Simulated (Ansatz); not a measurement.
The calculation's input:

```
crystal:
  lattice:
    - [0.0, 5.5827397799, 5.5827397799]
    - [5.5827397799, 0.0, 5.5827397799]
    - [5.5827397799, 5.5827397799, 0.0]
  atoms:
    - { symbol: Ca, position: [0.25, 0.25, 0.25], spin: -0.21 }
    - { symbol: Ga, position: [0.5, 0.5, 0.5] }
    - { symbol: C, position: [0.7865523731, 0.2134476269, 0.2134476269] }
    - { symbol: C, position: [0.7865523731, 0.2134476269, 0.7865523731] }
    - { symbol: C, position: [0.7865523731, 0.7865523731, 0.2134476269] }
    - { symbol: C, position: [0.2134476269, 0.7865523731, 0.7865523731] }
    - { symbol: C, position: [0.2134476269, 0.7865523731, 0.2134476269] }
    - { symbol: C, position: [0.2134476269, 0.2134476269, 0.7865523731] }
    - { symbol: Au, position: [0.0, 0.0, 0.0], spin: 0.21 }
    - { symbol: "N", position: [0.6816307981, 0.3183692019, 0.3183692019] }
    - { symbol: "N", position: [0.6816307981, 0.3183692019, 0.6816307981] }
    - { symbol: "N", position: [0.6816307981, 0.6816307981, 0.3183692019] }
    - { symbol: "N", position: [0.3183692019, 0.6816307981, 0.6816307981] }
    - { symbol: "N", position: [0.3183692019, 0.6816307981, 0.3183692019] }
    - { symbol: "N", position: [0.3183692019, 0.3183692019, 0.6816307981] }
basis:
  ecutwfc: 420
kpoints:
  mp_grid: { grid: [6, 6, 6] }
hamiltonian:
  xc: pbe
scf:
  occupations: { method: gaussian, width: 0.1 }
output:
  forces: true
  stress: true
  eigenvalues: true
  populations: true
  write_density: true
  write_potential: true
  elf: true
  volumetric_format: npy
magnetization:
  spin_polarized: true
relax:
  adjacent_minimum: "off"
  f_tol: 0.01
  max_steps: 80
  cell: { stress_tol: 0.05 }
```

Command:

```sh
ansatz run input.yaml --threads 1 --pin off --max-ram 2560MiB --backend cpu --events-out ev --progress --plain --runs-dir out
```

Below, planes, directions and counts refer to the conventional cell (a = 11.17 Å, b = 11.17 Å, c = 11.17 Å, α = 90.00°, β = 90.00°, γ = 90.00°).

Space group F-43m; a structure generated by program, which may or may not match a known phase; spin-polarised.

All numbers below come from DFT PBE, scalar-relativistic, plane waves, PAW (Ansatz 0.2.0).

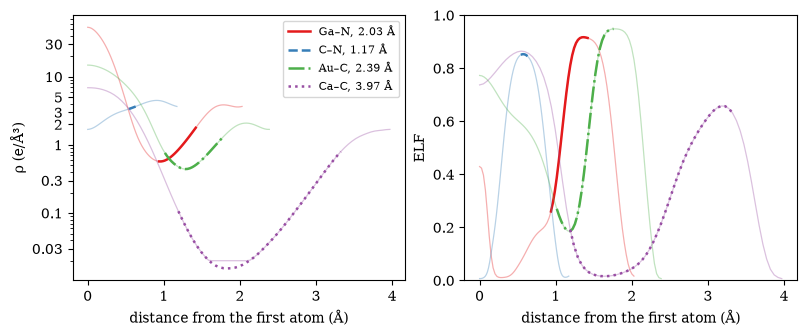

CaGaAuC6N6. Valence pseudo-density and ELF along straight lines between neighbouring atoms. Thin, pale parts lie inside the atomic spheres.

The density is the valence pseudo-density of a PAW calculation; it isn't the true density close to the nuclei.

**What can be read from the curves?**

Ga–N (2.03 Å): ρ at the midpoint is about 0.59 e/Å³; the ELF peaks at about 0.90 in the valence shell of N, 0.7 Å from its nucleus, and is about 0.40 at the midpoint.
C–N (1.17 Å): ρ is about 3.5 e/Å³ halfway; the ELF peaks at about 0.85 between the atoms.
Au–C (2.39 Å): ρ is about 0.48 e/Å³ halfway; the ELF is about 0.20 at the midpoint (no shared electron pair shows on this line).
Ca–C (3.97 Å): ρ at the midpoint is about 0.02 e/Å³; the ELF is about 0.05 at the midpoint (no shared electron pair shows on this line).
